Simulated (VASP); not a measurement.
Band structure of TiOs (space group Pm-3m). Method: PBEsol GGA, VASP's PBE PAW potentials (set 64) (plane waves; VASP 6.6.1).

Unless said otherwise, spin-orbit coupling is left out, though it shifts the bands of the heavy elements here.

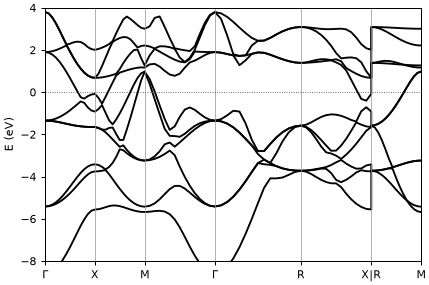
Fig. 1. Bands along high-symmetry lines, zero at the valence-band maximum or, without a gap, the Fermi level

**Question.** Read the plot: is there a gap, and where are the band edges?

**Answer.** It has no gap at this level: it comes out as a metal or semimetal. (Edges off the drawn lines would not show.)

The structure comes from a measured TiOs entry (Pm-3m) of the Crystallography Open Database, whose conditions weren't checked. It was relaxed first.
